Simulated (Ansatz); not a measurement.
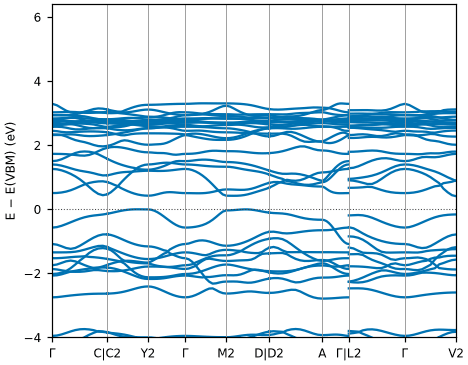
Figure. Band structure from DFT-LDA in the program Ansatz with PAW potentials

The gap is 0.40 eV; an edge lies off the plotted path or next to a special point (maximum on the C2–Y2 line, 75 % of the way from C2, minimum off the standard path).

The material is LaCoN3 in space group C2/m (No. 12; Pearson symbol mS20).

The workflow started from a Materials Project entry (that database holds measured and hypothetical structures alike); the Crystallography Open Database copy checked does not list it. Its standing as an ambient phase is unchecked. The cell was relaxed with LDA under the symmetry of its start; its stability against distortions is not shown here. The run is not spin-polarised. Scalar-relativistic: spin–orbit coupling is off unless named, which matters more the heavier the elements.

Potentials: the later of the program's two PAW sets.
